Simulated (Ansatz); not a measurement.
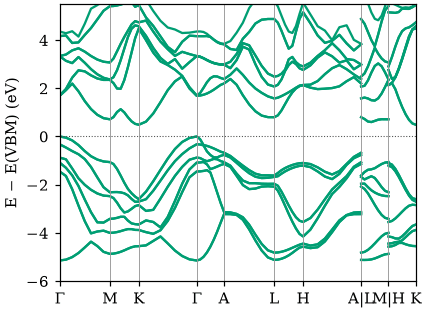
Fig. 1. Band structure from the program Ansatz at the r²SCAN with spin–orbit coupling level (PAW)

The gap is 0.48 eV; an edge lies off the plotted path or next to a special point (maximum at Γ, minimum off the standard path).

The material is Mg3Sb2 (La2O3 or Ni2Al3 type, P-3m1).

Symmetry was held in the r²SCAN relaxation.

Potentials: the later of the program's two PAW sets.
